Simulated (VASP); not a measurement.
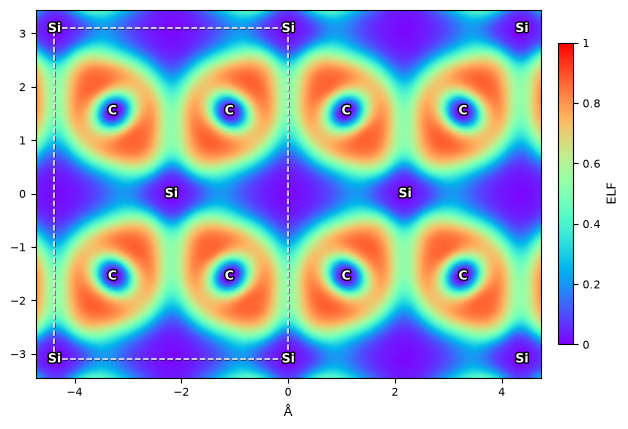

SiC$_{4}$. Electron localisation function on the (011̄) plane of the conventional cell.

Space group Im-3m; a structure from a database of computed crystals, not necessarily the ambient phase; a generated structure, not necessarily the stable one.

The calculation used VASP 6.6.1, Kohn-Sham DFT of a periodic cell, PBE, VASP PAW PBE potentials, recommended.

In a PAW calculation such maps are meaningful between the atoms, not at the nuclei.

**Describe what can be read from this map.**

- The plane passes through Si and C nuclei.
- Si–C (1.90 Å): the ELF peaks at about 0.90 between the atoms.
